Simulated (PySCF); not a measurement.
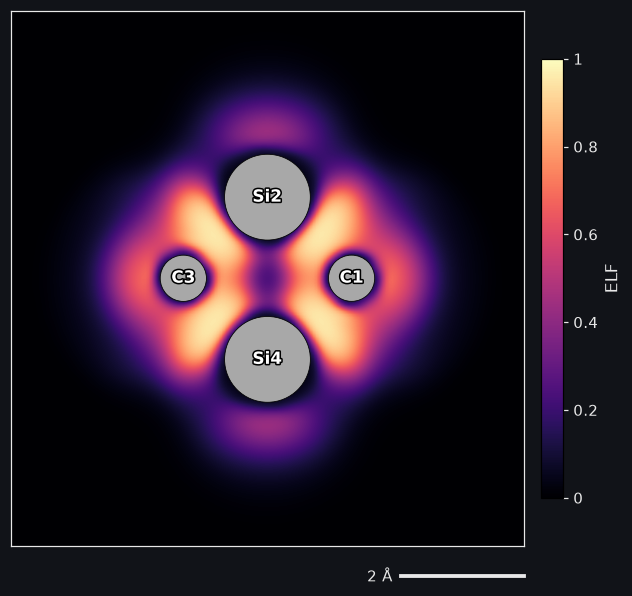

Figure 1: C2H8Si2 (SMILES C1[SiH2]C[SiH2]1). Electron localisation function on the plane of atoms C1, Si4 and C3. Grey discs cover the atomic cores.

Geometry: PBE0-D3(BJ)/def2-SVP.

These are results of PBE0/pcSseg-1, SCF density, gas phase, non-relativistic (PySCF 2.14.0), not measurements.

```json
{"atom": "C", "x (Å)": "0.2585", "y (Å)": "0.3970", "z (Å)": "1.2836"}
{"atom": "Si", "x (Å)": "1.2875", "y (Å)": "-0.2449", "z (Å)": "-0.1870"}
{"atom": "C", "x (Å)": "-0.2573", "y (Å)": "-0.3922", "z (Å)": "-1.2940"}
{"atom": "Si", "x (Å)": "-1.2876", "y (Å)": "0.2411", "z (Å)": "0.1795"}
{"atom": "H", "x (Å)": "0.4970", "y (Å)": "1.4217", "z (Å)": "1.6066"}
{"atom": "H", "x (Å)": "0.2635", "y (Å)": "-0.2518", "z (Å)": "2.1726"}
{"atom": "H", "x (Å)": "2.3037", "y (Å)": "0.7316", "z (Å)": "-0.6894"}
{"atom": "H", "x (Å)": "1.9661", "y (Å)": "-1.5520", "z (Å)": "0.0772"}
{"atom": "H", "x (Å)": "-0.2601", "y (Å)": "0.2648", "z (Å)": "-2.1770"}
{"atom": "H", "x (Å)": "-0.4967", "y (Å)": "-1.4135", "z (Å)": "-1.6267"}
{"atom": "H", "x (Å)": "-1.9789", "y (Å)": "1.5424", "z (Å)": "-0.0803"}
{"atom": "H", "x (Å)": "-2.2935", "y (Å)": "-0.7456", "z (Å)": "0.6829"}
```

> Describe what can be read from this map.

The plane passes through C and Si nuclei. C–Si (1.91 Å): the ELF peaks at about 0.95 between the atoms (a covalent bond).
